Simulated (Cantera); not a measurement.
Feed: 1 mol CF4, a varied amount of H2, 0.015 mol Si, held at 1525 K and 10.0 mbar.

Method: chemical equilibrium by Gibbs-energy minimisation in Cantera with the NASA 1993 tables (ideal gas, pure condensed phases). Candidate condensed phases: C, C6H6, C7H8, C8H18, Si, SiC; 113 gas species. Gases not in the tables: C2F6 and larger saturated fluorocarbons. Kinetics and transport are ignored.

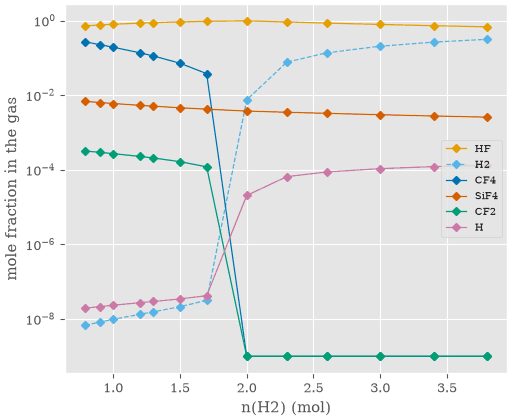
Fig. 1. Equilibrium gas composition (values under 1e-9 drawn at 1e-9)

From 0.79 mol H2 to 3.8 mol H2 the condensed part is C(graphite). The main Si-bearing gas is SiF4 throughout.
